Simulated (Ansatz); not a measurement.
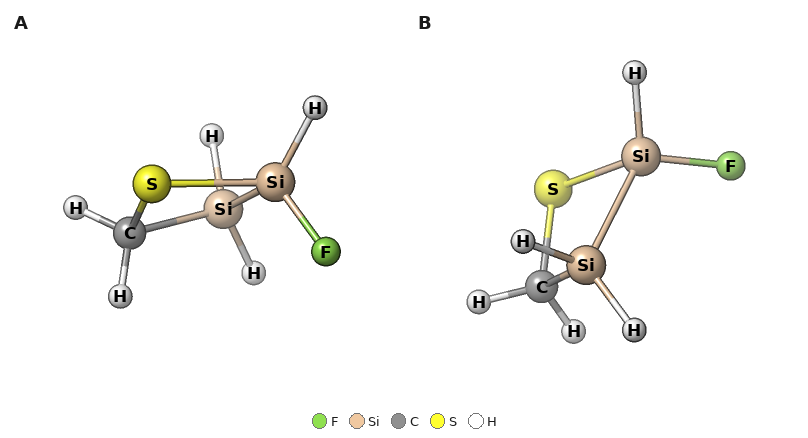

Atoms fade into the background with distance from the viewer. The geometry was computed by an optimisation with PBE0-D4/def2-TZVP. No frequency run is at hand to confirm it as a minimum.

### Can A be turned into B by a rotation alone?

No. They are enantiomers, mirror images that no rotation superimposes: A is F[Si@H]1[SiH2]CS1 (S), B is F[Si@@H]1[SiH2]CS1 (R). Their energies are equal.
